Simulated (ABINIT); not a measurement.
# FeAs2 (Lollingite): a self-consistent loop beyond G0W0, cycle by cycle

Wanted: G0W0 and self-consistent gaps of FeAs2 (Lollingite), with the cost of the cycles.

Method: LDA and many-body steps on it, plane waves, in ABINIT 10.8.3.

**The experiments to reproduce.**

- Gap 200 meV: transport activation gap from resistivity above 200 K; electrical resistivity, thermal activation fit; bulk crystal (single crystal grown by chemical vapor transport) (“Highly Dispersive Electron Relaxation and Colossal Thermoelectricity in the Correlated Semiconductor FeSb2”, 2013, arxiv:1309.3048).

## (1) The structure

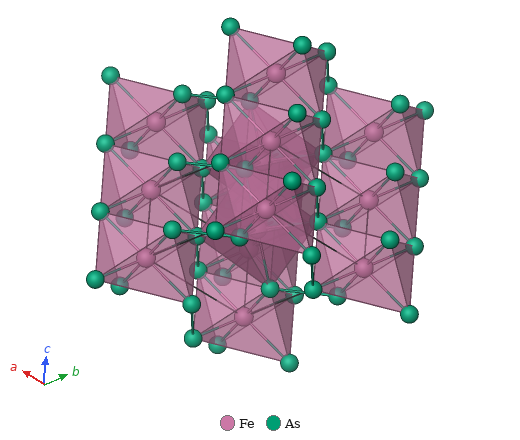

The cell as given, from a free direction (iron pink, arsenic teal). 1×1×2 cells are drawn. Some periodic images of atoms are drawn too.

The cell and positions come from the Crystallography Open Database and are kept as given unless a step says otherwise.

## (2) Empty states on the mesh, 2×2×4 mesh, 134 bands

This step: ABINIT 10.8.3; DFT, LDA, plane waves, norm-conserving pseudopotentials.

The sums over transitions need many empty states on a uniform mesh; this step solves for them.

Contents of run.abi:

```
acell 3*1.0 Angstrom
rprim 
  5.301200000000 0.000000000000 0.000000000000
  0.000000000000 5.985800000000 0.000000000000
  0.000000000000 0.000000000000 2.882200000000
ntypat 2
znucl 26 33
natom 6
typat 1 1 2 2 2 2
xred 
  0.000000000000 0.000000000000 -0.000000000000
  0.500000000000 0.500000000000 0.500000000000
  0.176300000000 0.362400000000 -0.000000000000
  0.823700000000 0.637600000000 -0.000000000000
  0.676300000000 0.137600000000 0.500000000000
  0.323700000000 0.862400000000 0.500000000000
pp_dirpath "pseudos"
pseudos "Fe.upf, As.upf"
ecut 65
ngkpt 2 2 4
nshiftk 1
shiftk 0 0 0
kptopt 1
chksymbreak 0
iscf -2
irdden 1
istwfk *1
nband 134
nbdbuf 12
tolwfr 1e-09
nstep 60
prtvol 0
indata_prefix "in"
outdata_prefix "out"
tmpdata_prefix "tmp"
```

On the command line:

```
$ OMP_NUM_THREADS=1 mpirun -n 4 abinit run.abi > log
```

Numbers of over 12 decimals in the logs are rounded to 6 here.

What it wrote:

```text
.Version 10.8.3 of ABINIT. v10.8.2 released Aug 2026.

 Symmetries : space group Pn n m (# 58); Bravais oP (primitive ortho.)
[... echo of the input left out ...]
== DATASET  1 ==================================================================
-   mpi_nproc: 4, omp_nthreads: 1 (-1 if OMP is not activated)

--- !DatasetInfo
iteration_state: {dtset: 1, }
dimensions: {natom: 6, nkpt: 12, mband: 134, nsppol: 1, nspinor: 1, nspden: 1, mpw: 15496, }
cutoff_energies: {ecut:  65.0, pawecutdg:  -1.0, }
[...]
1.45760    1.45922    1.46798    1.47982    1.50745    1.52076    1.54723    1.54957
   1.55491    1.56556    1.58920    1.62837    1.62905    1.63908    1.69243    1.76757
   1.77151    1.78040    1.78765    1.79161    1.80870    1.86533
 prteigrs : prtvol=0 or 1, do not print more k-points.

== END DATASET(S) ==============================================================
================================================================================

 -outvars: echo values of variables after computation  --------
            nband         134
             nkpt          12
          spgroup          58
 [... the other variables as echoed above ...]

 Calculation completed.
```

Run time: 3.7 min. Hardware: 4 MPI ranks of Arm Neoverse V1, shared host; peak memory 0.83 GiB.

This step gave:

| Item | Value |
| --- | --- |
| gap | 0.2727 eV |
| k of the valence top | 0, 0.5, 0.25 |
| k of the conduction bottom | 0, 0, 0.25 |
| least direct gap | 0.5777 eV |
| k points computed | 12 |
| lowest point of the top converged band, above the valence top | 32.81 eV |

On this mesh the gap is 0.273 eV.

The density comes from a self-consistent run that is not shown.

## (3) Screening, 2×2×4 mesh, 122 bands, screening to 106.1 eV

The RPA dielectric matrix is built and inverted for each q.

This step: RPA screening on LDA, plane waves, norm-conserving pseudopotentials.

run.abi, as its differences from that of step 2:

```diff
@@ -24,10 +24,11 @@
 chksymbreak 0
-iscf -2
-irdden 1
 istwfk *1
-nband 134
-nbdbuf 12
-tolwfr 1e-09
-nstep 60
-prtvol 0
+occopt 1
+irdwfk 1
+optdriver 3
+nband 122
+ecuteps 3.9
+inclvkb 2
+awtr 1
+symchi 1
 indata_prefix "in"
```

What it wrote:

```text
.Version 10.8.3 of ABINIT. v10.8.2 released Aug 2026.

 Symmetries : space group Pn n m (# 58); Bravais oP (primitive ortho.)
[... echo of the input left out ...]
== DATASET  1 ==================================================================
-   mpi_nproc: 4, omp_nthreads: 1 (-1 if OMP is not activated)

--- !DatasetInfo
iteration_state: {dtset: 1, }
dimensions: {natom: 6, nkpt: 12, mband: 122, nsppol: 1, nspinor: 1, nspden: 1, mpw: 15496, }
cutoff_energies: {ecut:  65.0, pawecutdg:  -1.0, }
electrons: {nelect:   1.24000000E+02, charge:   0.00000000E+00, occopt:   1.00000000E+00, tsmear:   1.00000000E-02, }

 SCREENING: Calculation of the susceptibility and dielectric matrices

 Based on a program developped by R.W. Godby, V. Olevano, G. Onida, and L. Reining.
 Incorporated in ABINIT by V. Olevano, G.-M. Rignanese, and M. Torrent.
.Using double precision arithmetic ; gwpc =  8

[... cell and pseudopotentials left out ...]
--------------------------------------------------------------------------------

 ==== K-mesh for the wavefunctions ====
 Number of points in the irreducible wedge :    12
[... list of points left out ...]
 Together with  8 symmetry operations and time-reversal symmetry
 yields    16 points in the full Brillouin Zone.

 ==== Q-mesh for the screening function ====
 Number of points in the irreducible wedge :    12
[... list of points left out ...]
 Together with  8 symmetry operations and time-reversal symmetry
 yields    16 points in the full Brillouin Zone.

 setmesh: FFT mesh size selected  =    50x   60x   30
          total number of points  =        90000

 vcoul_init : cutoff-mode = AUXILIARY_FUNCTION
 q-points for optical limit:   1
     1)      0.000010    0.000020    0.000030

- screening: taking advantage of time-reversal symmetry
- Maximum band index for partially occupied states nbvw = 62
- Remaining bands to be divided among processors   nbcw = 60
- Number of bands treated by each node ~15

 Number of electrons calculated from density =  124.0000; Expected =  124.0000
 average of density, n =  0.200911
 r_s =    1.0592
 omega_plasma =   43.2372 [eV]

 calculating chi0 at frequencies [eV] :
  1    0.000000E+00    0.000000E+00
  2    0.000000E+00    4.323723E+01

--------------------------------------------------------------------------------
  q-point number  1        q = ( 0.000000, 0.000000, 0.000000) [r.l.u.]
--------------------------------------------------------------------------------
[... chi0 elements left out ...]
 For q-point:  0.000010 0.000020 0.000030
  dielectric constant =  26.9782
  dielectric constant without local fields =  27.8659

  Average fulfillment of the sum rule on Im[epsilon] for q-point    1 :     22.69  [%]
[... wings left out ...]
  q-point number  2        q = ( 0.500000, 0.000000, 0.000000) [r.l.u.]
--------------------------------------------------------------------------------
[... chi0 elements left out ...]
  Average fulfillment of the sum rule on Im[epsilon] for q-point    2 :     26.00  [%]

 [... 10 further q-points ...]
```

Run time: 5.5 min. Hardware: 4 MPI ranks; peak memory 6.6 GiB.

This step gave:

```
ε∞ with local fields, on this mesh, along the program's q direction : 26.98
the same without local fields                                       : 27.87
plasma frequency                                                    : 43.24 eV
plane waves in the screening matrix                                 : 227
```

Local fields lower ε∞ by 3 %. On a Γ-centred mesh this coarse the value itself is usually too large, while a short band sum pulls it down.

## (4) G0W0

The self-energy is evaluated for the states that the input lists, and the levels follow from it, in one-shot runs by the linearised quasiparticle equation.

This step: G0W0 on LDA, plane waves, norm-conserving pseudopotentials.

run.abi, as its differences from that of step 3:

```diff
@@ -27,8 +27,21 @@
 irdwfk 1
-optdriver 3
+optdriver 4
 nband 122
+gwcalctyp 0
+ecutsigx 65
+symsigma 1
+nkptgw 4
+kptgw 
+  0.0000000000 0.5000000000 0.2500000000
+  0.0000000000 0.0000000000 0.2500000000
+  0.5000000000 0.5000000000 0.5000000000
+  0.0000000000 0.0000000000 0.0000000000
+bdgw 
+  61 64
+  61 64
+  61 64
+  61 64
 ecuteps 3.9
-inclvkb 2
-awtr 1
-symchi 1
+irdscr 1
+ppmodel 1
 indata_prefix "in"
```

What it wrote:

```text
.Version 10.8.3 of ABINIT. v10.8.2 released Aug 2026.

 Symmetries : space group Pn n m (# 58); Bravais oP (primitive ortho.)
[... echo of the input left out ...]
== DATASET  1 ==================================================================
-   mpi_nproc: 4, omp_nthreads: 1 (-1 if OMP is not activated)

--- !DatasetInfo
iteration_state: {dtset: 1, }
dimensions: {natom: 6, nkpt: 12, mband: 122, nsppol: 1, nspinor: 1, nspden: 1, mpw: 15496, }
cutoff_energies: {ecut:  65.0, pawecutdg:  -1.0, }
electrons: {nelect:   1.24000000E+02, charge:   0.00000000E+00, occopt:   1.00000000E+00, tsmear:   1.00000000E-02, }

 SIGMA: Calculation of the GW corrections

 Based on a program developped by R.W. Godby, V. Olevano, G. Onida, and L. Reining.
 Incorporated in ABINIT by V. Olevano, G.-M. Rignanese, and M. Torrent.
.Using double precision arithmetic ; gwpc =  8

[... cell and pseudopotentials left out ...]
--------------------------------------------------------------------------------

 ==== K-mesh for the wavefunctions ====
 Number of points in the irreducible wedge :    12
[... list of points left out ...]
 Together with  8 symmetry operations and time-reversal symmetry
 yields    16 points in the full Brillouin Zone.

 ==== Q-mesh for screening function ====
 Number of points in the irreducible wedge :    12
[... list of points left out ...]
 Together with  8 symmetry operations and time-reversal symmetry
 yields    16 points in the full Brillouin Zone.

 vcoul_init : cutoff-mode = AUXILIARY_FUNCTION
 q-points for optical limit:   1
     1)      0.000010    0.000020    0.000030
 setmesh: FFT mesh size selected  =    90x   96x   48
          total number of points  =       414720

 Number of electrons calculated from density =  124.0000; Expected =  124.0000
 average of density, n =  0.200911
 r_s =    1.0592
 omega_plasma =   43.2372 [eV]

 === KS Band Gaps ===
  >>>> For spin  1
   Minimum direct gap =   0.5776 [eV], located at k-point      :   0.5000  0.5000  0.5000
   Fundamental gap    =   0.2725 [eV], Top of valence bands at :   0.0000  0.5000  0.2500
                                       Bottom of conduction at :   0.0000  0.0000  0.2500
 SIGMA fundamental parameters:
 PLASMON POLE MODEL  1
 number of plane-waves for SigmaX                15443
 number of plane-waves for SigmaC and W            227
 number of plane-waves for wavefunctions         15443
 number of bands                                   122
 number of independent spin polarizations            1
 number of spinorial components                      1
 number of k-points in IBZ                          12
 number of q-points in IBZ                          12
 number of symmetry operations                       8
 number of k-points in BZ                           16
 number of q-points in BZ                           16
 number of frequencies for dSigma/dE                 9
 frequency step for dSigma/dE [eV]                0.25
 number of omega for Sigma on real axis              0
 max omega for Sigma on real axis  [eV]           0.00
 zcut for avoiding poles [eV]                     0.10

 EPSILON^-1 parameters (SCR file):
 dimension of the eps^-1 matrix on file            227
 dimension of the eps^-1 matrix used               227
 number of plane-waves for wavefunctions         15443
 number of bands                                   122
 number of q-points in IBZ                          12
 number of frequencies                               2
 number of real frequencies                          1
 number of imag frequencies                          1

 matrix elements of self-energy operator (all in [eV])

 Perturbative Calculation

--- !SelfEnergy_ee
iteration_state: {dtset: 1, }
kpoint     : [   0.000,    0.500,    0.250, ]
spin       : 1
KS_gap     :    0.788
QP_gap     :    0.949
Delta_QP_KS:    0.160
data: !SigmaeeData |
     Band     E0 <VxcDFT>   SigX SigC(E0)      Z dSigC/dE  Sig(E)    E-E0       E
       61   9.792 -23.904 -26.891   4.397   0.730  -0.369 -22.875   1.029  10.821
       62   9.792 -23.904 -26.891   4.397   0.730  -0.369 -22.875   1.029  10.821
       63  10.580 -24.437 -21.702  -1.105   0.730  -0.370 -23.247   1.190  11.770
       64  10.580 -24.437 -21.702  -1.105   0.730  -0.370 -23.247   1.190  11.770

--- !SelfEnergy_ee
iteration_state: {dtset: 1, }
kpoint     : [   0.000,    0.000,    0.250, ]
spin       : 1
KS_gap     :    0.672
QP_gap     :    0.727
Delta_QP_KS:    0.056
data: !SigmaeeData |
     Band     E0 <VxcDFT>   SigX SigC(E0)      Z dSigC/dE  Sig(E)    E-E0       E
       61   9.230 -24.880 -29.154   5.767   0.714  -0.401 -23.814   1.065  10.295
       62   9.393 -25.937 -27.276   2.970   0.718  -0.393 -24.766   1.170  10.563
[...]
--- !SelfEnergy_ee
iteration_state: {dtset: 1, }
kpoint     : [   0.500,    0.500,    0.500, ]
spin       : 1
KS_gap     :    0.578
QP_gap     :    1.080
Delta_QP_KS:    0.503
data: !SigmaeeData |
     Band     E0 <VxcDFT>   SigX SigC(E0)      Z dSigC/dE  Sig(E)    E-E0       E
[...]
--- !SelfEnergy_ee
iteration_state: {dtset: 1, }
kpoint     : [   0.000,    0.000,    0.000, ]
spin       : 1
KS_gap     :    1.645
QP_gap     :    1.847
Delta_QP_KS:    0.202
data: !SigmaeeData |
     Band     E0 <VxcDFT>   SigX SigC(E0)      Z dSigC/dE  Sig(E)    E-E0       E
[...]
62   9.761 -27.657 -32.576   6.538   0.700  -0.428 -26.523   1.134  10.895
       63  11.406 -27.004 -23.531  -1.633   0.726  -0.377 -25.668   1.336  12.742
       64  12.282 -14.595 -10.086  -3.187   0.804  -0.244 -13.532   1.063  13.345

== END DATASET(S) ==============================================================
================================================================================

 -outvars: echo values of variables after computation  --------
           etotal      0.0000000000E+00
            nband         122
             nkpt          12
          spgroup          58
 [... the other variables as echoed above ...]

 Calculation completed.
```

Elapsed: 47 s, on 4 MPI ranks; peak memory 6.2 GiB; 3.1 min of CPU time.

Numbers from this step:

* G0W0 gap on the mesh: 0.3960 eV
* starting gap on the mesh: 0.2727 eV
* k of the valence top: 0, 0, 0
* k of the conduction bottom: 0, 0, 0.25
* Z at the valence top: 0.7
* Z at the conduction bottom: 0.721
* least direct G0W0 gap on the computed points: 0.7280 eV

The gap on the mesh goes from 0.27 eV to 0.40 eV, a correction of +0.12 eV.

## (5) evGW0, cycle 1

This step: evGW0 on LDA, plane waves, norm-conserving pseudopotentials.

run.abi, as its differences from that of step 4:

```diff
@@ -29,16 +29,32 @@
 nband 122
-gwcalctyp 0
+gwcalctyp 10
 ecutsigx 65
 symsigma 1
-nkptgw 4
+nkptgw 12
 kptgw 
+  0.0000000000 0.0000000000 0.0000000000
+  0.5000000000 0.0000000000 0.0000000000
+  0.0000000000 0.5000000000 0.0000000000
+  0.5000000000 0.5000000000 0.0000000000
+  0.0000000000 0.0000000000 0.2500000000
+  0.5000000000 0.0000000000 0.2500000000
   0.0000000000 0.5000000000 0.2500000000
-  0.0000000000 0.0000000000 0.2500000000
+  0.5000000000 0.5000000000 0.2500000000
+  0.0000000000 0.0000000000 0.5000000000
+  0.5000000000 0.0000000000 0.5000000000
+  0.0000000000 0.5000000000 0.5000000000
   0.5000000000 0.5000000000 0.5000000000
-  0.0000000000 0.0000000000 0.0000000000
 bdgw 
-  61 64
-  61 64
-  61 64
-  61 64
+  45 70
+  45 70
+  45 70
+  45 70
+  45 70
+  45 70
+  45 70
+  45 70
+  45 70
+  45 70
+  45 70
+  45 70
 ecuteps 3.9
```

What it wrote:

```text
.Version 10.8.3 of ABINIT. v10.8.2 released Aug 2026.

 Symmetries : space group Pn n m (# 58); Bravais oP (primitive ortho.)
[... echo of the input left out ...]
== DATASET  1 ==================================================================
-   mpi_nproc: 4, omp_nthreads: 1 (-1 if OMP is not activated)

--- !DatasetInfo
iteration_state: {dtset: 1, }
dimensions: {natom: 6, nkpt: 12, mband: 122, nsppol: 1, nspinor: 1, nspden: 1, mpw: 15496, }
cutoff_energies: {ecut:  65.0, pawecutdg:  -1.0, }
electrons: {nelect:   1.24000000E+02, charge:   0.00000000E+00, occopt:   1.00000000E+00, tsmear:   1.00000000E-02, }

 SIGMA: Calculation of the GW corrections

 Based on a program developped by R.W. Godby, V. Olevano, G. Onida, and L. Reining.
 Incorporated in ABINIT by V. Olevano, G.-M. Rignanese, and M. Torrent.
.Using double precision arithmetic ; gwpc =  8

[... cell and pseudopotentials left out ...]
--------------------------------------------------------------------------------

 ==== K-mesh for the wavefunctions ====
 Number of points in the irreducible wedge :    12
[... list of points left out ...]
 Together with  8 symmetry operations and time-reversal symmetry
 yields    16 points in the full Brillouin Zone.

 ==== Q-mesh for screening function ====
 Number of points in the irreducible wedge :    12
[... list of points left out ...]
 Together with  8 symmetry operations and time-reversal symmetry
 yields    16 points in the full Brillouin Zone.

 vcoul_init : cutoff-mode = AUXILIARY_FUNCTION
 q-points for optical limit:   1
     1)      0.000010    0.000020    0.000030
 setmesh: FFT mesh size selected  =    90x   96x   48
          total number of points  =       414720

 Number of electrons calculated from density =  124.0000; Expected =  124.0000
[...]
spin       : 1
KS_gap     :    0.881
QP_gap     :    1.627
Delta_QP_KS:    0.746
data: !SigmaeeData |
     Band     E_DFT   <VxcDFT>   E(N-1)  <Hhartree>   SigX  SigC[E(N-1)]    Z     dSigC/dE  Sig[E(N)]  DeltaE  E(N)_pert E(N)_diago
[...]
--- !SelfEnergy_ee
iteration_state: {dtset: 1, }
kpoint     : [   0.500,    0.500,    0.500, ]
spin       : 1
KS_gap     :    0.578
QP_gap     :    1.080
Delta_QP_KS:    0.503
data: !SigmaeeData |
     Band     E_DFT   <VxcDFT>   E(N-1)  <Hhartree>   SigX  SigC[E(N-1)]    Z     dSigC/dE  Sig[E(N)]  DeltaE  E(N)_pert E(N)_diago
[...]
69    13.722   -22.184    13.722    35.906   -17.086    -3.489     0.756    -0.323   -20.968     1.216    14.938    15.331
       70    13.722   -22.184    13.722    35.906   -17.086    -3.489     0.756    -0.323   -20.968     1.216    14.938    15.331

 New Fermi energy :        4.253113E-01 Ha ,    1.157331E+01 eV

 === QP Band Gaps ===
  >>>> For spin  1
   Minimum direct gap =   0.7428 [eV], located at k-point      :   0.0000  0.0000  0.2500
   Fundamental gap    =   0.3860 [eV], Top of valence bands at :   0.0000  0.0000  0.0000
                                       Bottom of conduction at :   0.0000  0.0000  0.2500

 writing QP data on file : out_QPS

 Convergence of QP corrections
 >>>>> For spin  1 <<<<<
.  kptgw no:  1; Maximum DeltaE = (   0.000   0.000) for band index: 25
.  kptgw no:  2; Maximum DeltaE = (   0.640   0.002) for band index: 26
.  kptgw no:  3; Maximum DeltaE = (   0.738   0.002) for band index: 25
[...]
.  kptgw no: 11; Maximum DeltaE = (   0.513   0.005) for band index: 21
.  kptgw no: 12; Maximum DeltaE = (   0.482  -0.027) for band index: 20

== END DATASET(S) ==============================================================
================================================================================

 -outvars: echo values of variables after computation  --------
           etotal      0.0000000000E+00
            nband         122
             nkpt          12
          spgroup          58
 [... the other variables as echoed above ...]

 Calculation completed.
```

Elapsed: 12 min, on 4 MPI ranks; peak memory 13 GiB.

Numbers from this step:

```yaml
quasiparticle_gap_on_the_mesh: 0.3860 eV
gap_of_the_density_functional_on_the_mesh: 0.2727 eV
k_of_the_valence_top: 0, 0, 0
k_of_the_conduction_bottom: 0, 0, 0.25
z_at_the_valence_top: 0.7
z_at_the_conduction_bottom: 0.721
least_direct_quasiparticle_gap_on_the_computed_points: 0.7420 eV
```

Against G0W0 in ABINIT (2×2×4 mesh, 122 bands, screening to 106.1 eV, Godby-Needs plasmon pole), the gap moves by −0.010 eV. This first cycle still uses the starting levels; it takes the full correction, at all points of the mesh, and its linearised value is 0.396 eV.

[end of part 1 of 3]

[Paths, hosts, dates, memory and timing lines, banners, echoed tables and standing remarks are left out of the program output.]

[Logs are printed without paths, hosts, clocks, repeated set-up lines and the standing remarks that a program may print on its own settings, such as how far it seeks lower states.]

[Runs of the session that timed out or met a known fault of the program may be left out.]

[Hosts, paths, dates, database ids (printed as entryN), source tags and the programs' standing remarks are cut or masked in the printed files.]

[G0W0 gaps are taken among the corrected bands and points alone; a level outside them can change the order at an edge.]

[Where Ansatz stands beside ABINIT at settings called matched, ABINIT's density can come from a denser mesh and the files from another edition; pairs whose starting gaps differed by over 0.03 eV were left out, so agreement reads better than it is.]
